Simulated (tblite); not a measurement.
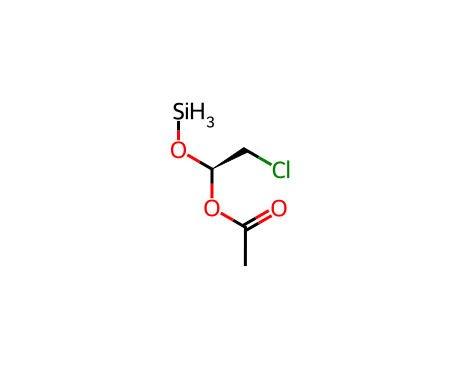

Figure made from data computed with tblite.

**Transcribe the drawing into SMILES.**

CC(=O)O[C@H](CCl)O[SiH3]

**What is the molecular formula?**

C4H9ClO3Si.

**An optimisation with GFN2-xTB gave a structure of which point group?**

C1.
